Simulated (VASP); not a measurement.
Band structure of YbPPt (space group P-6m2). Method: PBEsol GGA, VASP's PBE PAW potentials (set 64) (plane waves; VASP 6.6.1).

The 4f electrons are frozen in the core of the lanthanide potential, so 4f levels, which can set the real gap, and their magnetism are missing.  Unless said otherwise, spin-orbit coupling is left out, though it shifts the bands of the heavy elements here.

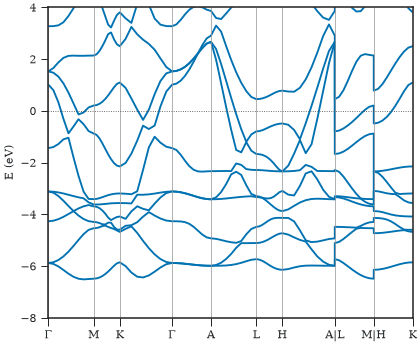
Figure. Bands along high-symmetry lines, zero at the valence-band maximum or, without a gap, the Fermi level

Q: Read the plot: is there a gap, and where are the band edges?

A: It has no gap at this level: it comes out as a metal or semimetal. (Edges off the drawn lines would not show.)

The structure comes from a computed database's YbPPt entry (P-6m2); how it stands against other phases isn't given here. It was relaxed first. The electron count is odd and the run is not spin-polarised, which forces a metal.
